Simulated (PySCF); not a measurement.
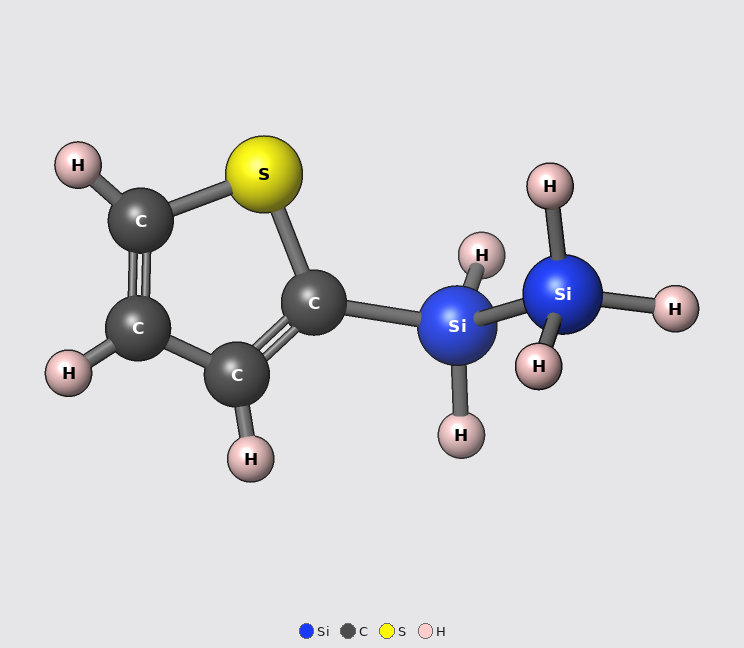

A ball-and-stick model of a molecule.

Computed geometry: GFN2-xTB optimisation. No frequency run is at hand to confirm it as a minimum.

What is the molecular formula?

Answer. C4H8SSi2, 15 atoms: 4 carbon, 8 hydrogen, 1 sulfur and 2 silicon.

Give the symmetry (Schoenflies symbol).

Answer. C1.

Count the bonded pairs by element.

Answer. 5 Si–H, 3 C–C, 3 C–H, 2 C–S, 1 Si–Si, 1 C–Si.

More results for the same structure follow; atom numbers are the same in all pictures, views and colours differ.

## Geometry

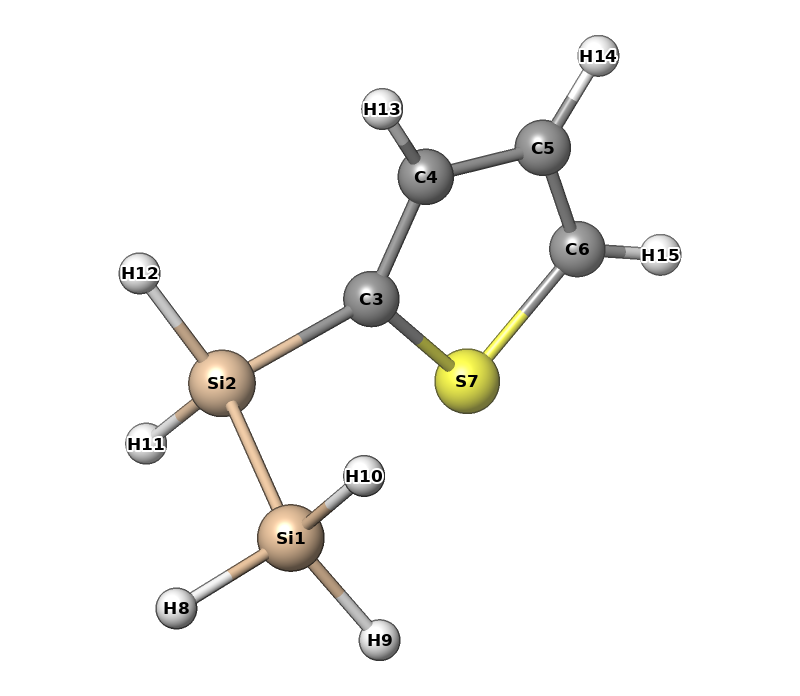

The atoms are numbered. No frequency run is at hand to confirm it as a minimum.

How are the neighbours of atom 5 arranged?

Answer. C5 has 3 neighbours (C4 at 1.41, C6 at 1.36, H14 at 1.08 Å); the arrangement is trigonal planar.

What is the geometry at Si1?

Answer. Si1 has 4 neighbours (Si2 at 2.31, H8 at 1.46, H9 at 1.47, H10 at 1.47 Å); the arrangement is tetrahedral.

What is the geometry at C6?

Answer. C6 has 3 neighbours (C5 at 1.36, S7 at 1.72, H15 at 1.07 Å); the arrangement is trigonal planar.

What is the geometry at S7?

Answer. S7 has 2 neighbours (C3 at 1.74, C6 at 1.72 Å); the arrangement is bent.

What is the dihedral angle Si1–Si2–C3–C4?

Answer. 100° in size, that is about perpendicular.

## NMR shielding

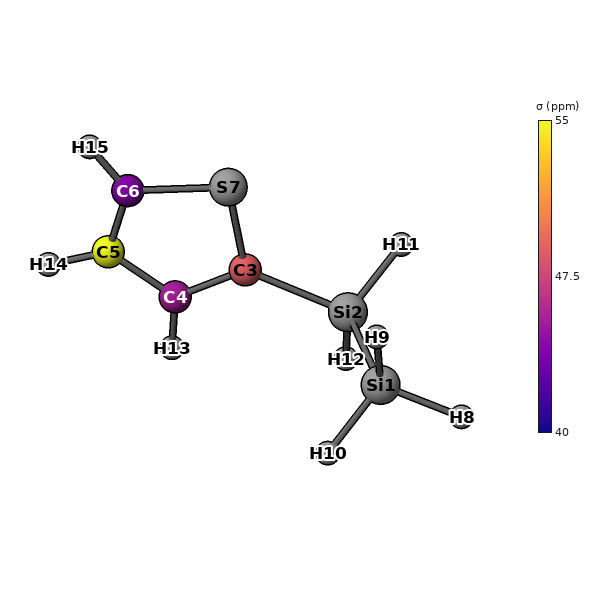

Atoms are coloured by their isotropic NMR shieldings (C only, the others grey). No frequency run is at hand to confirm it as a minimum. Properties computed with GIAO PBE0/pcSseg-1 NMR shielding, non-relativistic, gas phase (PySCF 2.14.0).

Which C atom is the most shielded (lowest chemical shift)?

Answer. C5 (55.0 ppm).

Which C atom is the least shielded (highest chemical shift)?

Answer. C6 (44.1 ppm).

How wide is the range of C shifts?

Answer. 10.9 ppm.

Give the isotropic NMR shieldings of the C atoms atom by atom.

```
atom  σ (ppm)
  C3     48.8
  C4     45.5
  C5     55.0
  C6     44.1
```

## Ring current

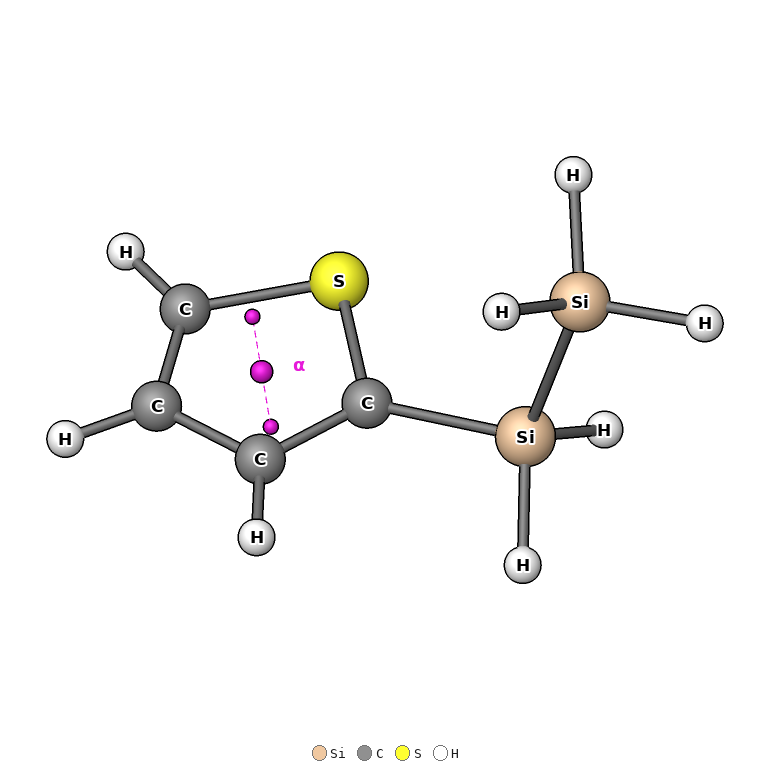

The small points mark where nucleus-independent chemical shifts (NICS) were computed: at the centre of each lettered ring and 1 Å above and below it. No frequency run is at hand to confirm it as a minimum. Properties computed with GIAO PBE0/pcSseg-1 NMR shielding, non-relativistic, gas phase (PySCF 2.14.0).

Give NICS(0), NICS(1) and the out-of-plane component NICS(1)zz for each ring (means of the two sides).

```
ring  members  NICS(0)  NICS(1)  NICS(1)zz
   α      C4S    −12.4    −11.6      −27.8
```

Values in ppm.

What do the values say about the ring currents?

Answer. Ring α: diatropic, as in an aromatic ring. NICS is one index among several.

## Electronic properties

No frequency run is at hand to confirm it as a minimum. Method: PBE0/def2-SVPD, gas phase (PySCF 2.14.0). Excitations: vertical, linear response.

Computed properties:

- dipole moment: 0.90 D
- HOMO energy (Kohn–Sham orbital): −6.93 eV
- LUMO energy (Kohn–Sham orbital): −0.86 eV
- HOMO–LUMO gap: 6.07 eV
- mean static polarisability: 120.7 bohr³
- lowest vertical singlet excitation: 5.38 eV
- its oscillator strength: 0.228

## Charges

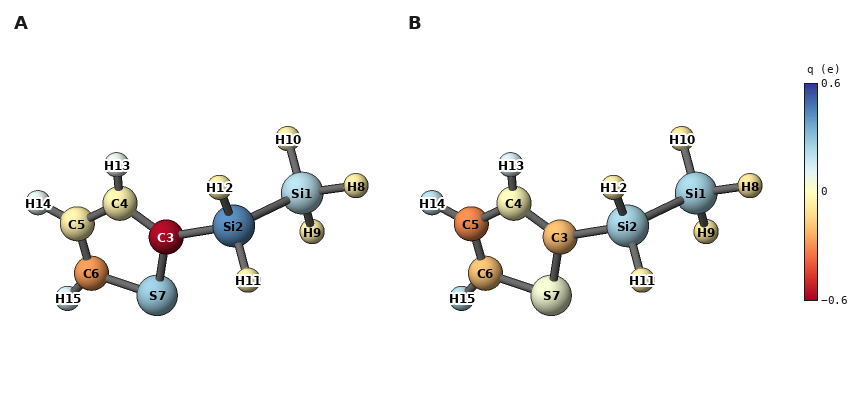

Atomic charges of one calculation by 2 schemes, on one colour scale. No frequency run is at hand to confirm it as a minimum. Level of theory: PBE0/pcSseg-1 (PySCF 2.14.0).

The schemes are ESP-fitted, Mulliken. Which panel shows which?

Answer. A Mulliken, B ESP-fitted.

List the charges (e), one line for each set of equivalent atoms.

```csv
atom,Mulliken,ESP-fitted
Si1,0.21,0.24
Si2,0.42,0.24
C3,−0.57,−0.19
C4,−0.04,−0.01
C5,−0.05,−0.30
C6,−0.27,−0.19
S7,0.27,0.04
H8,−0.06,−0.08
H9,−0.06,−0.07
H10,−0.06,−0.08
H11,−0.05,−0.06
H12,−0.06,−0.07
H13,0.09,0.13
H14,0.10,0.20
H15,0.13,0.21
```

Mulliken values depend strongly on the basis set and can even reverse the polarity of a bond. The geometry is semi-empirical. Around Si such bond lengths and angles can be off by a tenth of an ångström or more and by several degrees, and values that hang on the shape move with them.
